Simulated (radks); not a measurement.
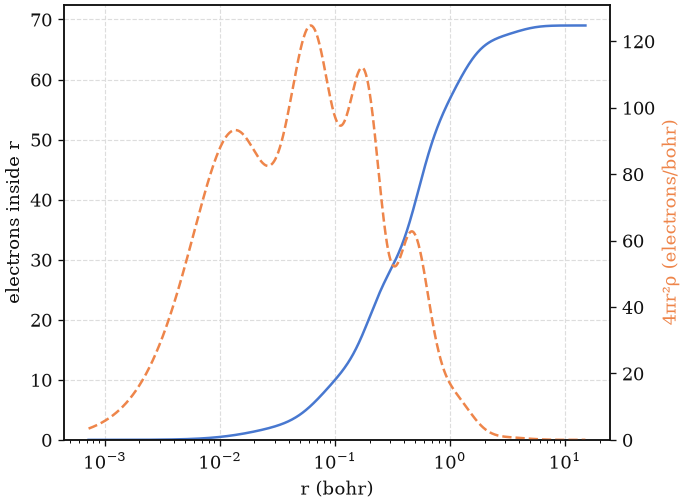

System: the neutral thulium atom, configuration [Xe] 4f13 6s2 (high spin). It sits in a hard spherical wall of radius 15 bohr. Theory: scalar-relativistic Kohn-Sham, PBE, spin-polarised, spherical densities, point nucleus (computed with the in-house radial solver radks).

The plot shows the number of electrons inside radius r (solid) and the radial density 4πr²ρ (dashed).

### Read the plot.

The count levels off at 69 electrons. Half of them lie within 0.417 bohr, 90 % within 1.41 bohr and 99 % within 4.38 bohr. The radial density has minima at 0.0264, 0.112 and 0.330 bohr, where the count stands at 1.9, 11.1 and 29.7; these part the shells that the density resolves.
